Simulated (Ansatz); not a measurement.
## Re: Re → Pd

The parent structure is Re in the hcp (Mg type) structure (space group P6_3/mmc, No. 194; a = 2.758 Å, c = 4.463 Å).

Now apply this change: Pd takes the place of Re on all its sites, then cell and atoms are relaxed.

Computed with r2SCAN/PAW in Ansatz (a first-principles code), scalar-relativistic without spin-orbit coupling. Γ-centred 19×19×10 mesh, Fermi–Dirac width 0.05 eV, for the changed cell.

The volume per atom grows by 0.30 Å³, from 14.70 Å³ to 15.00 Å³ and the density drops by 9.254 g/cm³ (21.04 g/cm³ → 11.78 g/cm³). The lattice parameter a falls by 0.0184 Å to 2.739 Å and the c/a ratio increases by 0.067, from 1.618 to 1.685. The shortest interatomic distance hardly moves (2.741 Å against 2.739 Å) and the band gap stays zero.

Final structure:

```
Pd
1.0
    2.73947     0.00000     0.00000
   -1.36973     2.37245     0.00000
    0.00000     0.00000     4.61532
Pd
2
Direct
  0.33333   0.66667   0.75000
  0.66667   0.33333   0.25000
```

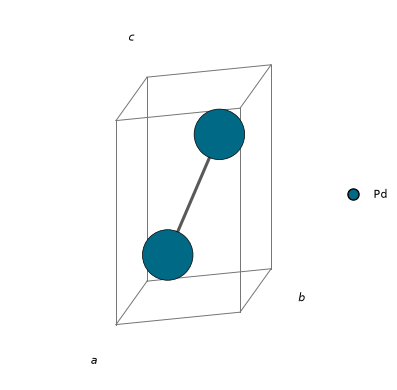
The relaxed conventional cell after the change

Whether these cells are dynamically stable was not tested. For Pd in this form, whether it has been made was not checked. The final runs are not spin-polarised. Pd lies near a magnetic instability that expansion can trigger; it was not tested. Pd has a high density of states at the Fermi level and may be magnetic at this level. This is not the structure that Pd has at room temperature and ambient pressure.
